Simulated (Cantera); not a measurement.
Input: 1 mol Cr, 5.5 mol H2O, a varied amount of N2, equilibrated at 1577 °C and 1000 Pa.

Cantera equilibrium calculation (NASA polynomials, part measured and part estimated; ideal gas, pure solids and liquids). Candidate condensed phases: Cr, CrN, Cr2N, Cr2O3, H2O; 29 gas species. Equilibrium is a limit: real reactors are often held back by kinetics, nucleation or transport.

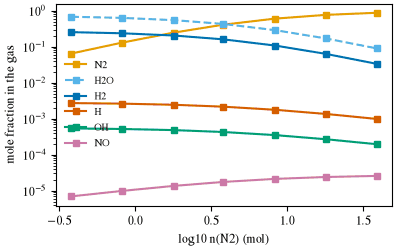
Figure: Equilibrium gas composition (values under 1e-9 drawn at 1e-9)

From 0.38 mol N2 to 39 mol N2 the condensed part is Cr2O3(s). The main Cr-bearing gas is CrO2 throughout.
